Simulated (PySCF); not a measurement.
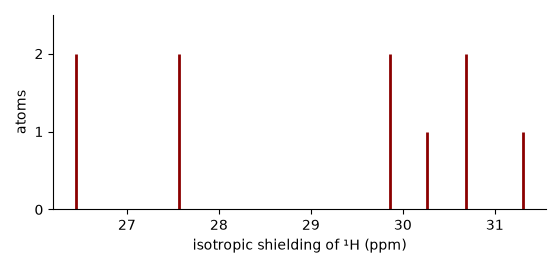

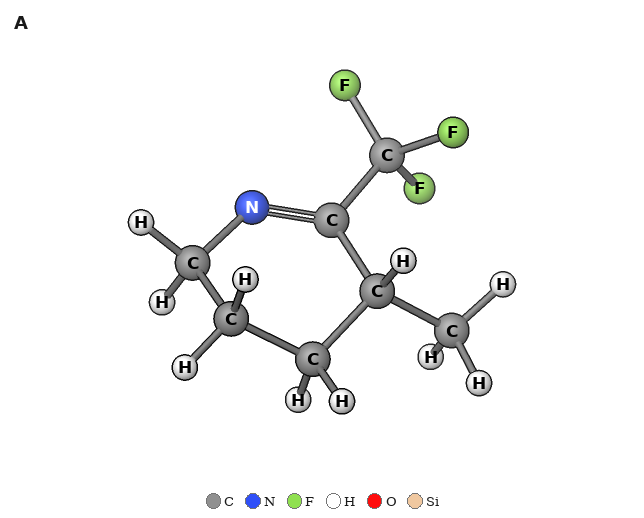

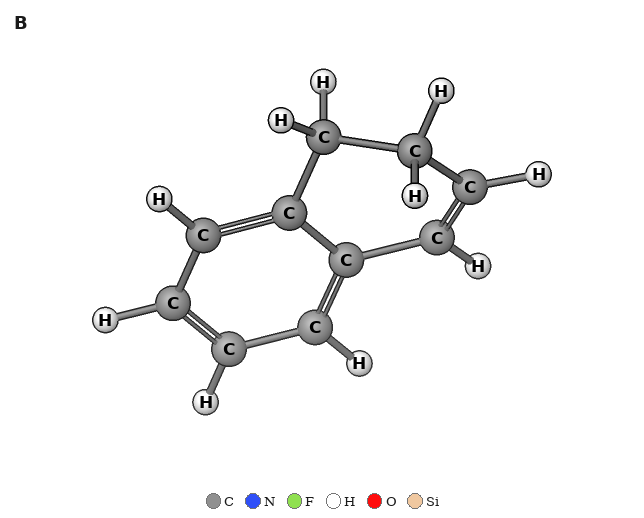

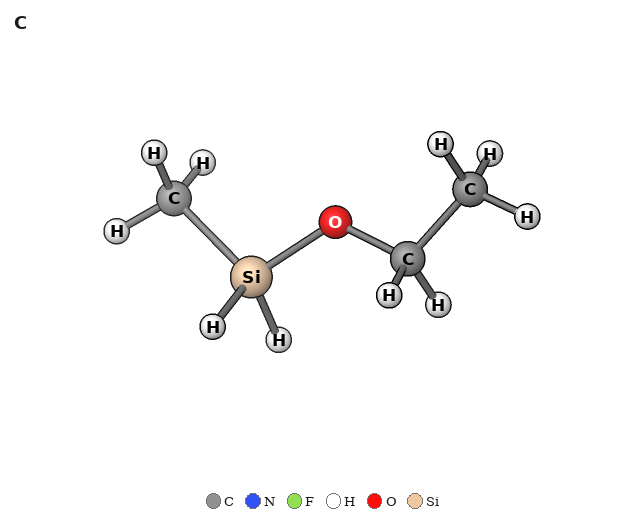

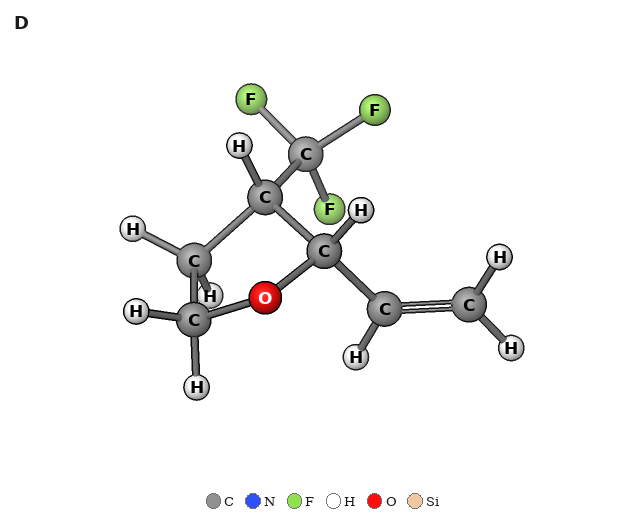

The sticks are computed shieldings of one of the molecules, for one fixed geometry (PBE0-D3(BJ)/def2-SVP) without averaging over rotations. Low shielding means a high chemical shift. Method: GIAO PBE0/pcSseg-1 NMR shielding, non-relativistic, IEF-PCM cyclohexane (PySCF 2.14.0).

Match the spectrum to a structure.

C, `CCO[SiH2]C`. Its 10 H atoms give lines at 26.44 (2 atoms), 27.57 (2 atoms), 29.86 (2 atoms), 30.26, 30.69 (2 atoms), 31.31 ppm.
